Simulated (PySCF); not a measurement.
SMILES CC[CH]COC(C)=O, doublet, GFN2-xTB optimised geometry. Atoms within 1.6 Å of the plane z = 1.5 Å (x, y, z in Å): C4 (0.31, 1.32, -0.04), O5 (-0.38, 0.04, 0.00), C6 (-1.71, 0.04, 0.00), C7 (-2.24, -1.37, 0.01), O8 (-2.39, 1.03, 0.00), H15 (-0.46, 2.09, 0.14), H16 (1.02, 1.30, 0.79), H17 (-1.43, -2.09, -0.09), H19 (-2.77, -1.54, 0.95).

Computed with unrestricted CAM-B3LYP/def2-SVP in PySCF.

Map of the electrostatic potential (hartree/e), clipped to [-0.08, 0.12] on the plane z = 1.5 Å:

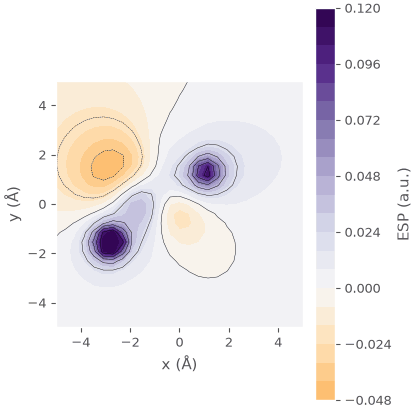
Electrostatic potential (hartree/e), clipped to [-0.08, 0.12] on the plane z = 1.5 Å.
